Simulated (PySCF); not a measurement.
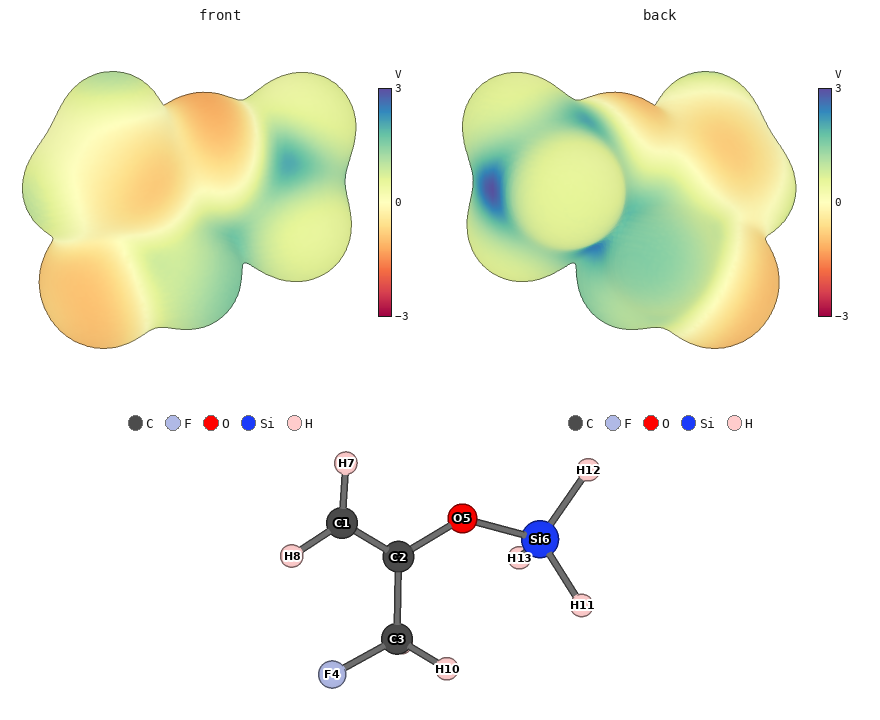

The picture shows: C₃H₇FOSi (SMILES C=C(CF)O[SiH3]). The molecular electrostatic potential painted on the density surface at 0.004 e/bohr³, seen from the front and from behind; the colour scale runs from red (negative) to blue (positive). The bare structure is drawn below in the same view.

Geometry: PBE0-D3(BJ)/def2-SVP.

These are results of PySCF 2.14.0, PBE0/pcSseg-1, SCF density, gas phase, non-relativistic, not measurements.

```xyz
13

C    -0.7028   -1.9542    0.4462
C    -0.2862   -0.7387    0.0934
C    -0.7340   -0.0394   -1.1588
F    -1.5855   -0.8074   -1.8918
O     0.5907   -0.0384    0.8522
Si    1.2386    1.5010    0.7889
H    -0.3463   -2.4195    1.3662
H    -1.4032   -2.4853   -0.1964
H    -1.2408    0.9087   -0.8934
H     0.1479    0.2145   -1.7768
H     1.9847    1.7153   -0.4882
H     2.1635    1.5910    1.9471
H     0.1655    2.5354    0.8960
```

Question: Which sites attract a positive test charge, and which a negative one?

Answer: A positive charge is drawn to the negative regions and a negative charge to the positive ones. The most negative region (about −1.1 V, or −25 kcal/mol for a unit charge) lies over O5, the most positive (about +2.7 V, or +62 kcal/mol for a unit charge) over Si6. O5 is the likeliest acceptor of a hydrogen bond.

Question: What dipole moment does the calculation give?

Answer: Its dipole moment is 2.07 D.
